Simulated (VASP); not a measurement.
Band structure of SrTe (rock salt). Level of theory: PW91 GGA, VASP's PBE PAW potentials (set 64) (plane waves; VASP).

Unless said otherwise, spin-orbit coupling is left out, though it shifts the bands of the heavy elements here.

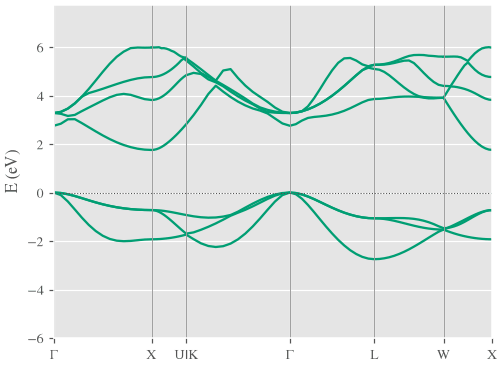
Figure. Bands along high-symmetry lines, zero at the valence-band maximum or, without a gap, the Fermi level

Question: Read the plot: is there a gap, and where are the band edges?

Answer: The gap is indirect, 1.76 eV, from the valence maximum at Γ to the conduction minimum at X. (Edges off the drawn lines would not show.)

The compound is SrTe in the rock salt structure. It was relaxed first.
